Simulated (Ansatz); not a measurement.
# Computed scan of one atom of the cell: BN (h-BN type, space group P6_3/mmc)

Starting cell, BN (h-BN type, space group P6_3/mmc):

```yaml
crystal:
  lattice:
    - [2.49975, 0.00000, 0.00000]
    - [-1.24987, 2.16485, 0.00000]
    - [0.00000, 0.00000, 6.52535]
  atoms:
    - { symbol: B, position: [0.33333, 0.66667, 0.25000] }
    - { symbol: B, position: [0.66667, 0.33333, 0.75000] }
    - { symbol: N, position: [0.33333, 0.66667, 0.75000] }
    - { symbol: N, position: [0.66667, 0.33333, 0.25000] }
```

In each cell atom 1 (B, nearest neighbour N at 1.443 Å; its periodic images, 2.5 Å or more away, move with it) moves by s·(0.866, -0.500, 0.000) (towards the nearest neighbour), the rest being held.

Computed with r2SCAN+rVV10 (plane waves to 500 eV, PAW, scalar-relativistic; Ansatz, a first-principles code). k mesh 12×12×4 (Γ-centred), Fermi-Dirac smearing 0.05 eV. The energy includes the smearing's −TS. Left out: 1 of 11 points, with atoms too close for the PAW data. BN was relaxed with its symmetry unable to fall. The PAW data are Ansatz's earlier set. The zero of ΔE is the undisplaced structure.

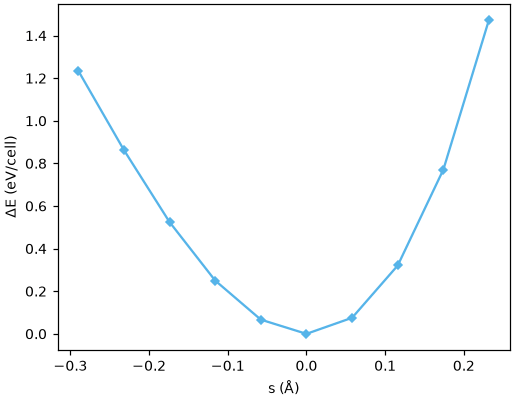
*ΔE (eV/cell) against s (Å); computed points joined by lines.*

The force along the line at s = -0.290 Å comes out as 6.55 eV/Å and the force constant k = d²E/ds² at s = 0 (finite differences) comes out as 42.2 eV/Å². Symmetry of the curve: not even: the positive side lies higher at ±0.232 Å. Shape of the curve: a single well with its minimum at or next to zero displacement. Harmonic estimate at the end of the scan: ½ks² = 1136 meV/cell against the computed 1475 meV/cell, so the well is stiffer than harmonic there.

With its periodic images moving along, the atom's site symmetry in this cell is -6m2.

(A displaced cell: forces are minus the slopes of the energy, force constants its curvatures, and phonons follow from these.)
